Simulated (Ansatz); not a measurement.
Run report: TiH$_{2}$ClOF$_{3}$, geometry relaxation (part 1 of 2)

System: TiH$_{2}$ClOF$_{3}$.
Method: RKS LDA/def2-SVP (Ansatz 0.2.0).

The input holds or restrains some coordinates. Forces given for the steps count only the free coordinates. It belongs to a series of runs on one base structure; here: pulled along the bonds that form and break, towards end B.

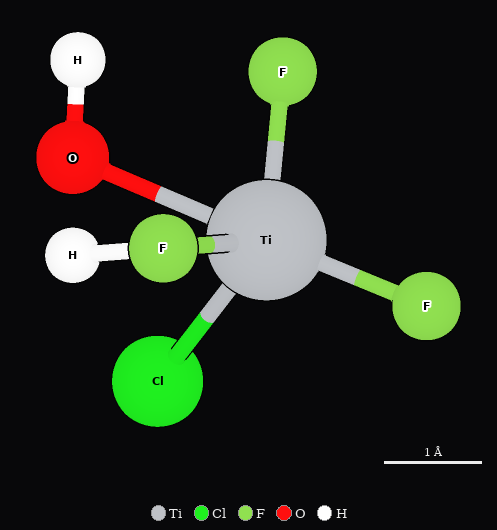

**Figure 1.** The starting structure (ball-and-stick view, seen at a tilt). Sticks mark near contacts. Bond lengths as drawn: Cl–Ti 2.72 Å, F–Ti 1.83 Å, H–O 1.01 Å, H–Ti 2.42 Å and O–Ti 2.22 Å.

Summary

- outcome: converged under the restraints of the input
- total energy: −45698.9405 eV
- mean-field energy: −45698.9405 eV
- largest force (length of the vector) at the end, held atoms and coordinates included: 1.840 eV/Å
- hardware: 4 threads of Arm Neoverse V1, 24 GiB of memory available, shared host
- wall time: 20 s (CPU time 70 s)
- peak memory: 0.18 GiB

Input
```yaml
crystal:
  periodic: [false, false, false]
  atoms:
    - { symbol: Ti, position_ang: [0.0, 0.0, 0.0] }
    - { symbol: Cl, position_ang: [0.0, 0.0, 2.72] }
    - { symbol: F, position_ang: [1.7257, 0.0, -0.6094] }
    - { symbol: F, position_ang: [-0.8619, 1.4933, -0.6094] }
    - { symbol: F, position_ang: [-0.8619, -1.4933, -0.6094] }
    - { symbol: O, position_ang: [-2.1067, 0.0, 0.7] }
    - { symbol: H, position_ang: [-2.6519, -0.6297, 0.1286] }
    - { symbol: H, position_ang: [-1.4892, 0.0, 1.9123] }
basis:
  gaussian: { orbitals: def2-SVP }
hamiltonian:
  xc: lda
relax:
  f_tol: 0.15
  max_steps: 25
  restrain:
    - { distance: [0, 5], at: 1.92, k: 30.0 }
    - { distance: [7, 1], at: 1.37, k: 30.0 }
    - { distance: [0, 1], at: 3.57, k: 30.0 }
    - { distance: [7, 5], at: 2.21, k: 30.0 }
output:
  orbitals: {}
```

Launched with:
```bash
ansatz run input.yaml --threads 4 --pin off --max-ram 5120MiB --backend cpu --events-out ev --progress --plain --runs-dir out
```

Output
```
The last accepted step is kept in [file] (removed where the run ends without a failure and the disk answers)
Engine: ansatz 0.2.0, aarch64-unknown-linux-gnu
Functional definition: SPW92
  exchange = slater_x
  correlation = pw_c
1278 factors; their error is unknown
mean field evaluation 1: about -45683.9395 eV, gradient 8.3e1 eV
mean field evaluation 2: about -45004.6746 eV, gradient 5.0e2 eV
mean field evaluation 4: about -45678.3462 eV, gradient 1.1e2 eV
mean field evaluation 8: about -45696.8096 eV, gradient 1.7e-1 eV
mean field -45696.75712743 eV, -1679.3248500584 hartree, gradient 2.1e-5 eV, S^2 0.000000; 0 other end points of the search recorded, 0 dependent functions left out
the calculation of the forces begins
reference -45696.75722100 eV, -1679.3248534974 hartree; 38, 38 occupied and 77, 77 virtual orbitals, 1278 factors
relax step   1: F+E_penalty+E_count = -45696.75712743 eV  Δ(F+E_penalty+E_count) = +0.000e0 eV  max|allowed force component| = 3.522e0 eV/Å  E_restraint = 24.58761555 eV  max|allowed force component, restraints' pulls added| = 2.543e1 eV/Å  Δτ_max = 0.0000 Å  (62 SCF iters, accepted)
  distance Ti 0 - O 5 = 2.2200 Å
  distance H 7 - Cl 1 = 1.6941 Å
  distance Ti 0 - Cl 1 = 2.7200 Å
  distance H 7 - O 5 = 1.3605 Å
these checks for a lower state are left out or cut short: starts, cluster_reference, orbital_swaps, neighbouring_geometries, increment
1278 factors; their error is unknown
mean field evaluation 16: about -45696.4313 eV, gradient 2.6e0 eV
mean field -45696.41086681 eV, -1679.3121252156 hartree, gradient 1.1e-5 eV, S^2 0.000000; 0 other end points of the search recorded, 0 dependent functions left out
[... from here on the field's lines of each further geometry are left out, up to the last ...]
relax step   2: F+E_penalty+E_count = -45696.41086681 eV  Δ(F+E_penalty+E_count) = +3.463e-1 eV  max|allowed force component| = 2.704e0 eV/Å  E_restraint = 9.77721218 eV  max|allowed force component, restraints' pulls added| = 1.757e1 eV/Å  Δτ_max = 0.1948 Å  (46 SCF iters, accepted)
relax step   3: F+E_penalty+E_count = -45696.35806895 eV  Δ(F+E_penalty+E_count) = +5.280e-2 eV  max|allowed force component| = 2.151e0 eV/Å  E_restraint = 2.38741373 eV  max|allowed force component, restraints' pulls added| = 7.749e0 eV/Å  Δτ_max = 0.1947 Å  (40 SCF iters, accepted)
relax step   4: F+E_penalty+E_count = -45697.14281339 eV  Δ(F+E_penalty+E_count) = -7.847e-1 eV  max|allowed force component| = 1.413e0 eV/Å  E_restraint = 0.07827502 eV  max|allowed force component, restraints' pulls added| = 1.490e0 eV/Å  Δτ_max = 0.1902 Å  (39 SCF iters, accepted)
relax step   5: F+E_penalty+E_count = -45697.77957615 eV  Δ(F+E_penalty+E_count) = -6.368e-1 eV  max|allowed force component| = 1.299e0 eV/Å  E_restraint = 0.03902901 eV  max|allowed force component, restraints' pulls added| = 9.474e-1 eV/Å  Δτ_max = 0.1943 Å  (38 SCF iters, accepted)
relax step   6: F+E_penalty+E_count = -45698.25247807 eV  Δ(F+E_penalty+E_count) = -4.729e-1 eV  max|allowed force component| = 1.405e0 eV/Å  E_restraint = 0.04016791 eV  max|allowed force component, restraints' pulls added| = 8.435e-1 eV/Å  Δτ_max = 0.2000 Å  (39 SCF iters, accepted)
relax step   7: F+E_penalty+E_count = -45698.56045943 eV  Δ(F+E_penalty+E_count) = -3.080e-1 eV  max|allowed force component| = 1.558e0 eV/Å  E_restraint = 0.04190093 eV  max|allowed force component, restraints' pulls added| = 6.548e-1 eV/Å  Δτ_max = 0.1949 Å  (36 SCF iters, accepted)
relax step   8: F+E_penalty+E_count = -45698.76542432 eV  Δ(F+E_penalty+E_count) = -2.050e-1 eV  max|allowed force component| = 1.266e0 eV/Å  E_restraint = 0.06599836 eV  max|allowed force component, restraints' pulls added| = 2.502e-1 eV/Å  Δτ_max = 0.2000 Å  (35 SCF iters, accepted)
relax step   9: F+E_penalty+E_count = -45698.79645592 eV  Δ(F+E_penalty+E_count) = -3.103e-2 eV  max|allowed force component| = 2.857e0 eV/Å  E_restraint = 0.06436073 eV  max|allowed force component, restraints' pulls added| = 1.497e0 eV/Å  Δτ_max = 0.1911 Å  (34 SCF iters, accepted)
relax step  10: F+E_penalty+E_count = -45698.76258643 eV  Δ(F+E_penalty+E_count) = +3.387e-2 eV  max|allowed force component| = 1.628e0 eV/Å  E_restraint = 0.06062353 eV  max|allowed force component, restraints' pulls added| = 1.628e0 eV/Å  Δτ_max = 0.1933 Å  (36 SCF iters, rejected (line search))
relax step  11: F+E_penalty+E_count = -45698.83283198 eV  Δ(F+E_penalty+E_count) = -3.638e-2 eV  max|allowed force component| = 1.565e0 eV/Å  E_restraint = 0.06589611 eV  max|allowed force component, restraints' pulls added| = 2.898e-1 eV/Å  Δτ_max = 0.0932 Å  (32 SCF iters, accepted)
relax step  12: F+E_penalty+E_count = -45698.84954552 eV  Δ(F+E_penalty+E_count) = -1.671e-2 eV  max|allowed force component| = 1.488e0 eV/Å  E_restraint = 0.06364192 eV  max|allowed force component, restraints' pulls added| = 2.844e-1 eV/Å  Δτ_max = 0.0999 Å  (37 SCF iters, accepted)
relax step  13: F+E_penalty+E_count = -45698.86144257 eV  Δ(F+E_penalty+E_count) = -1.190e-2 eV  max|allowed force component| = 1.312e0 eV/Å  E_restraint = 0.05547955 eV  max|allowed force component, restraints' pulls added| = 6.425e-1 eV/Å  Δτ_max = 0.1472 Å  (36 SCF iters, accepted)
relax step  14: F+E_penalty+E_count = -45698.91324839 eV  Δ(F+E_penalty+E_count) = -5.181e-2 eV  max|allowed force component| = 1.457e0 eV/Å  E_restraint = 0.06526123 eV  max|allowed force component, restraints' pulls added| = 9.964e-2 eV/Å  Δτ_max = 0.2000 Å  (35 SCF iters, accepted)
relax step  15: F+E_penalty+E_count = -45698.91254438 eV  Δ(F+E_penalty+E_count) = +7.040e-4 eV  max|allowed force component| = 1.387e0 eV/Å  E_restraint = 0.05583806 eV  max|allowed force component, restraints' pulls added| = 5.431e-1 eV/Å  Δτ_max = 0.1925 Å  (34 SCF iters, accepted)
relax step  16: F+E_penalty+E_count = -45698.93870084 eV  Δ(F+E_penalty+E_count) = -2.616e-2 eV  max|allowed force component| = 1.512e0 eV/Å  E_restraint = 0.06915338 eV  max|allowed force component, restraints' pulls added| = 2.546e-1 eV/Å  Δτ_max = 0.1447 Å  (35 SCF iters, accepted)
the calculation of the forces begins
reference -45698.94047030 eV, -1679.4050864291 hartree; 38, 38 occupied and 77, 77 virtual orbitals, 1278 factors
relax step  17: F+E_penalty+E_count = -45698.94037838 eV  Δ(F+E_penalty+E_count) = -1.678e-3 eV  max|allowed force component| = 1.378e0 eV/Å  E_restraint = 0.06894294 eV  max|allowed force component, restraints' pulls added| = 7.842e-2 eV/Å  Δτ_max = 0.0544 Å  (30 SCF iters, accepted)
  distance Ti 0 - O 5 = 1.8598 Å
  distance H 7 - Cl 1 = 1.3415 Å
  distance Ti 0 - Cl 1 = 3.5629 Å
  distance H 7 - O 5 = 2.1992 Å
1278 factors; their error is unknown
mean field evaluation 160: about -45698.9404 eV, gradient 3.2e-5 eV
```

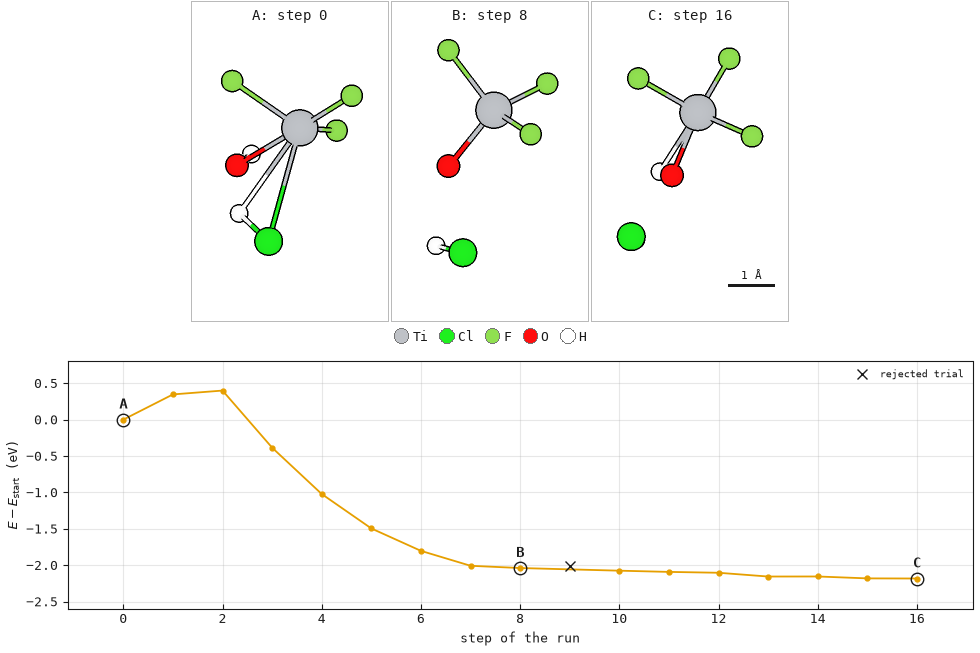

**Figure 2.** Frames of the restrained relaxation (ball-and-stick view, seen at a tilt) above the curves, on which the letters mark them (the first geometry is step 0 here and step 1 in the log).

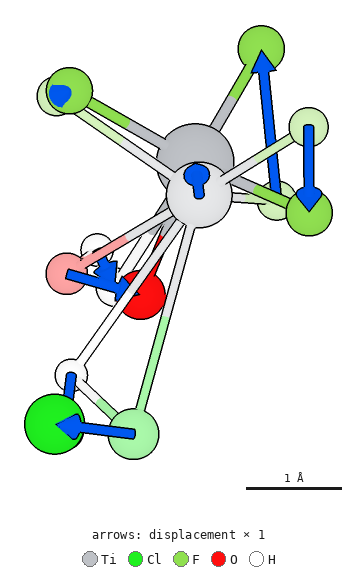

**Figure 3.** Start (faint) and end (solid) with the displacements as blue arrows, at true length (ball-and-stick view, seen at a tilt). The two geometries are laid on each other by the best rigid fit. F5 moves most after the best rigid fit: 1.61 Å. Largest moves by element: F 1.61 Å, Cl 0.94 Å, O 0.82 Å, H 0.78 Å, Ti 0.63 Å. Distances before and after: Ti1–Cl2 2.720 → 3.563 Å, Ti1–H8 2.424 → 3.163 Å, Ti1–O6 2.220 → 1.860 Å, Cl2–H8 1.694 → 1.342 Å. Bonds break: Ti1–Cl2 (2.72 → 3.56 Å). Among the angles that change: F3–Ti1–O6 178.9° → 111.4°, F4–Ti1–O6 70.0° → 111.4°, F5–Ti1–O6 70.0° → 107.2°. The energy falls by 2.183 eV in 16 geometry steps. The largest force component goes from 3.5 to 1.4 eV/Å. The line search rejected the trial step at point 9 (counted from 0) and went back. (Atoms are counted from 1 in the order of the input.)

```
mean field -45698.94037838 eV, -1679.4050830512 hartree, gradient 1.2e-5 eV, S^2 0.000000; 1 other end points of the search recorded, 0 dependent functions left out
the calculation of the forces begins
reference -45698.94047030 eV, -1679.4050864291 hartree; 38, 38 occupied and 77, 77 virtual orbitals, 1278 factors
Total energy: -45698.94047030 eV, -1679.4050864291 hartree
Atom 0 at    -0.422032    -0.161537    -0.447758 Å, force    -1.313160    -0.398461     1.226146 eV/Å
Atom 1 at    -0.089356     0.931603     2.926961 Å, force    -0.742964    -0.547893    -0.376487 eV/Å
Atom 2 at     1.089847    -0.792922     0.077686 Å, force    -0.028855     0.010628    -0.004020 eV/Å
Atom 3 at    -0.362621     1.551040    -0.636915 Å, force     0.002327    -0.074836    -0.002488 eV/Å
Atom 4 at    -0.774282    -0.812186    -2.002947 Å, force     0.015034     0.039129     0.073061 eV/Å
Atom 5 at    -1.802497    -0.672121     0.689186 Å, force     1.377632     0.577413    -0.853774 eV/Å
Atom 6 at    -2.720936    -0.868864     0.419928 Å, force     0.025692     0.006672    -0.002278 eV/Å
Atom 7 at    -1.164022     0.195287     2.606559 Å, force     0.664294     0.387347    -0.060160 eV/Å
Dipole moment:    -0.576138    -0.236543    -0.092301 e Å
```

Trajectory as extended XYZ (Å, eV, eV/Å), 17 frames, from step=1 to step=17
```
8
Properties=species:S:1:pos:R:3:forces:R:3 step=1 energy=-45696.75713
Ti    0.0000    0.0000    0.0000   -3.5225   0.4077  -0.7769
Cl    0.0000    0.0000    2.7200   -0.6245   0.1002  -2.2355
F     1.7257    0.0000   -0.6094   -2.4621  -0.0302   1.0217
F    -0.8619    1.4933   -0.6094    2.6919  -1.9853   0.2715
F    -0.8619   -1.4933   -0.6094    2.3328   1.6202   0.0319
O    -2.1067    0.0000    0.7000    1.6876   0.3133   2.1103
H    -2.6519   -0.6297    0.1286    0.9951   0.2812   1.4941
H    -1.4892    0.0000    1.9123   -1.0983  -0.7070  -1.9171
8
Properties=species:S:1:pos:R:3:forces:R:3 step=2 energy=-45696.41087
Ti   -0.0832    0.0024   -0.1678   -2.7044   0.1844   0.9297
Cl   -0.0606    0.0014    2.8857   -1.3863   0.0470  -2.1899
F     1.6933   -0.0005   -0.5988   -2.1936  -0.0273   0.7025
F    -0.8469    1.5049   -0.6280    2.0319  -0.3803  -0.7336
F    -0.8508   -1.5064   -0.6295    1.6803   0.2801  -0.9090
O    -2.0722    0.0171    0.5736    1.5921   0.3665   2.0210
H    -2.6527   -0.6417    0.1291    0.4858  -0.2542   0.6048
H    -1.3729   -0.0069    2.0685    0.4943  -0.2162  -0.4255
```
